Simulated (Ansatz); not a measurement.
# C2H4O3Ti (SMILES C#[C][Ti]([OH])([OH])[OH]): what the fields show

```xyz
10

C     1.3387   -1.7345   -1.5008
C     0.7808   -0.9177   -0.7967
Ti   -0.1658    0.4534    0.3945
O    -0.3652   -0.3177    1.9893
O    -1.6978    0.8285   -0.4231
O     0.8617    1.9075    0.5560
H     1.8331   -2.4497   -2.1187
H    -0.7315   -1.1479    2.2956
H    -2.6257    0.6004   -0.4502
H     0.8547    2.7263    0.0570
```

Geometry: PBE0-D4/def2-TZVP.

Level of theory: Ansatz 0.2.0, RKS PBE0-D4/def2-TZVPP.

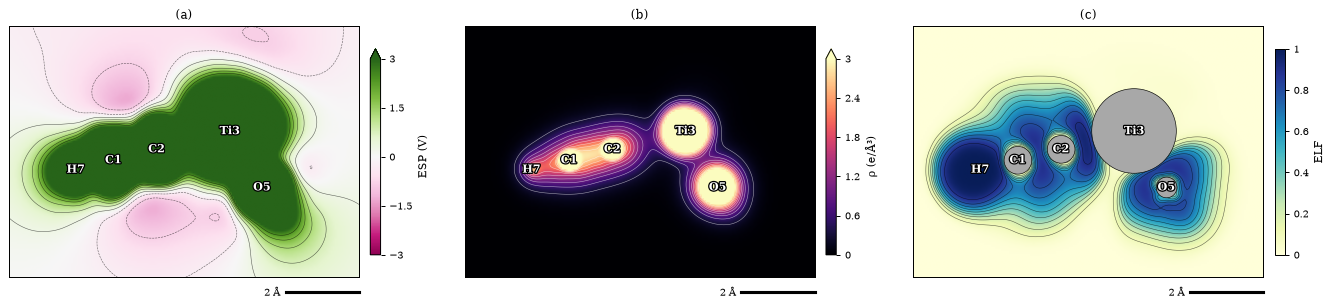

Figure 1. (a) molecular electrostatic potential; (b) total electron density; (c) ELF on the plane of atoms C2, Ti3 and O5. Grey discs cover the atomic cores in the ELF map.

Q: Interpret the plot.

A: Atoms in the plane: C, Ti, O and H.
C–C (1.21 Å): ρ is about 2.8 e/Å³ halfway; the ELF peaks at about 0.85 between the atoms: a multiple bond.
Ti–O (1.78 Å): ρ at the midpoint is about 1.1 e/Å³; the ELF peaks at about 0.85 in the valence shell of O, 0.5 Å from its nucleus, and drops to about 0.25 between the two atoms.
C–Ti (2.05 Å): the density is about 0.73 e/Å³ at the midpoint; the ELF peaks at about 0.95 in the valence shell of C, 0.7 Å from its nucleus, and is about 0.45 at the midpoint.
C–H (1.07 Å): the density is about 2.1 e/Å³ at the midpoint; the ELF climbs to about 1 towards the hydrogen, as it does in any bond to H: an ordinary covalent bond to hydrogen.
Outside the dense part of the molecule the potential is most negative (−1.3 V) near C2.

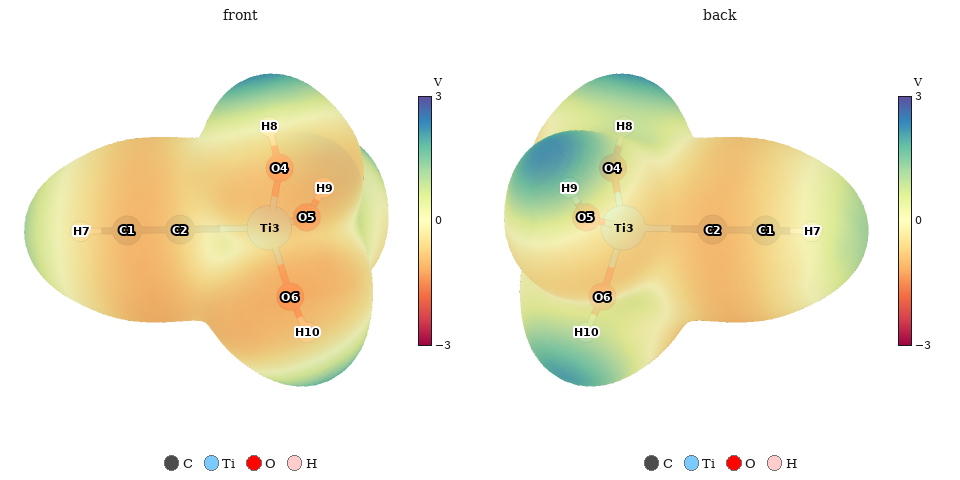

Figure 2. The molecular electrostatic potential painted on the density surface at 0.001 e/bohr³, seen from the front and from behind; the colour scale runs from red (negative) to blue (positive).

Q: Where is the surface potential most negative and most positive?

A: The most negative region (about −1.2 V) lies over O6, the most positive (about +2.3 V) over H9. O6 is the likeliest acceptor of a hydrogen bond.

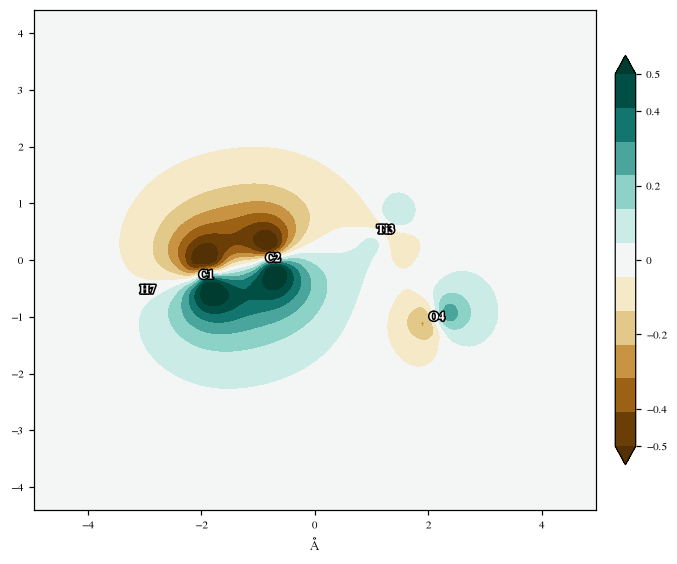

Figure 3. The HOMO−1 on the plane of atoms C2, Ti3 and O4 (values in Å⁻³ᐟ²; the overall sign is arbitrary).

Q: Where does this orbital lie, and at what energy?

A: By Hirshfeld shares it lies mainly on C1 (about 45 %) and C2 (about 45 %); π-bonding across C1–C2. Its energy is −7.81 eV.

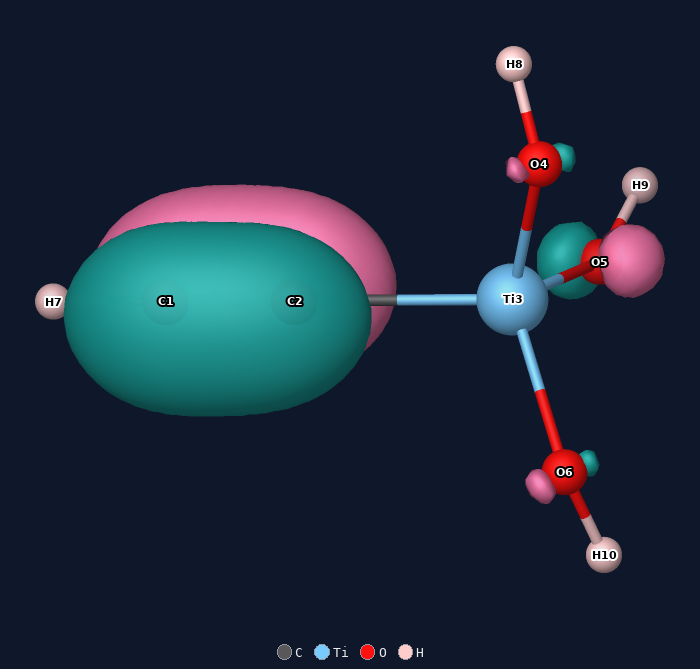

Figure 4. One frontier orbital at ±0.15 Å⁻³ᐟ² (teal and pink are the two phases), seen across its widest extent.

Q: Which orbital is it: HOMO or LUMO?

A: The HOMO, at −7.78 eV. It lies mainly on C1 (about 45 %) and C2 (about 40 %); π-bonding across C1–C2.
